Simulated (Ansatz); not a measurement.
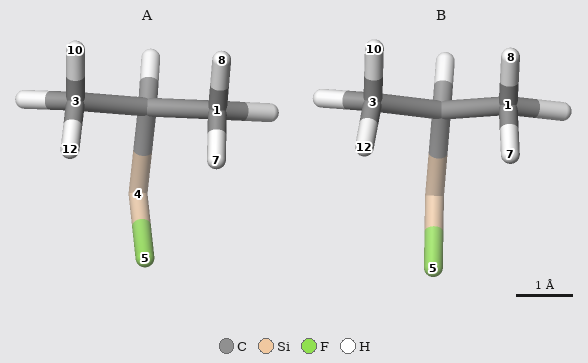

Two geometries of C3H7FSi (coarse preliminary run), drawn at one scale. One is the start of a relaxation, the other its converged end. Style: stick. Shown at a tilt.

The calculation used RKS PBE-D4/def2-SVP in Ansatz 0.2.0. Set-up: force threshold 0.03 eV/Å; at most 200 steps.

Question: Which geometry has the lower energy?

Answer: Structure A is the relaxed one. The start comes from a force field. The largest move after the best rigid fit is that of the F atom, 0.32 Å. Largest moves by element: F 0.32 Å, H 0.12 Å, C 0.10 Å, Si 0.07 Å. Near-neighbour distances that change, for instance: F–Si 1.577 → 1.666 Å, C–H 1.059 → 1.112 Å, C–Si 1.884 → 1.932 Å, C–C 1.504 → 1.541 Å. Bond angles that change, for instance: C–Si–F 109.8° → 97.6°, C–C–H 104.8° → 109.6°, H–C–H 102.9° → 107.5°. The energy falls by 11.5 kcal/mol in 5 geometry steps. Largest force component: 3.3 eV/Å at the start, 0.022 eV/Å at the end.
